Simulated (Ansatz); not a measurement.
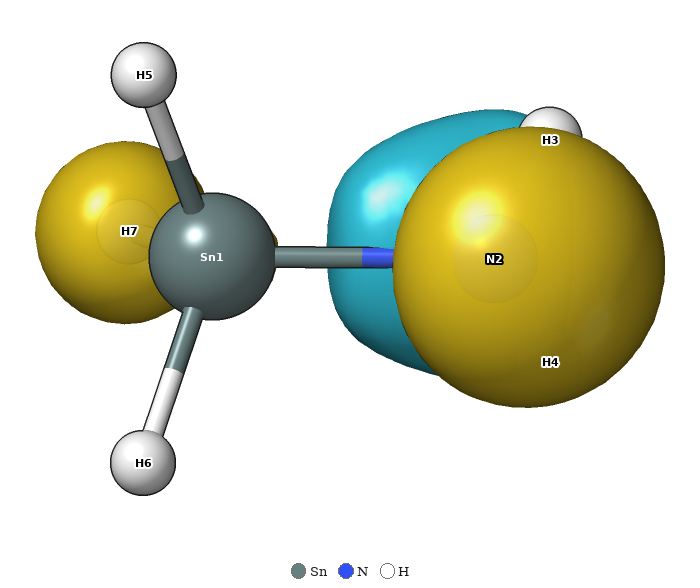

The picture shows: H5NSn (Sn(NH2)H3). One frontier orbital at ±0.15 Å⁻³ᐟ² (yellow and cyan are the two phases), seen across its widest extent.

Geometry: r2SCAN-D4/def2-TZVP; core potentials replace the inner electrons of Sn.

These are results of RKS PBE0-D4/def2-TZVP (Ansatz 0.2.0), not measurements.

The calculation's input:

```
crystal:
  periodic: [false, false, false]
  atoms:
    - {symbol: Sn, position_ang: [0.010483, 0.020737, -0.763793]}
    - {symbol: N, position_ang: [0.138409, 0.253356, 1.259891]}
    - {symbol: H, position_ang: [0.651137, -0.505930, 1.696734]}
    - {symbol: H, position_ang: [-0.776510, 0.271338, 1.699122]}
    - {symbol: H, position_ang: [1.619985, 0.003911, -1.322060]}
    - {symbol: H, position_ang: [-0.853301, 1.377453, -1.325724]}
    - {symbol: H, position_ang: [-0.790203, -1.420865, -1.244171]}
basis:
  gaussian: {orbitals: def2-TZVP, initial_orbitals: start.molden}
hamiltonian: {xc: pbe0, dispersion: d4}
output: {orbitals: {seedname: orbitals}}
```

Run with:

```sh
ansatz run in.yaml --threads 4 --pin off --events-out ev --progress --plain --max-ram 3916MiB
```

**Which orbital is it: HOMO or LUMO?**

The HOMO, at −7.24 eV. It lies mainly on N2 (about 65 %), Sn1 (about 15 %) and H7 (about 10 %); largely a lone pair of N2.
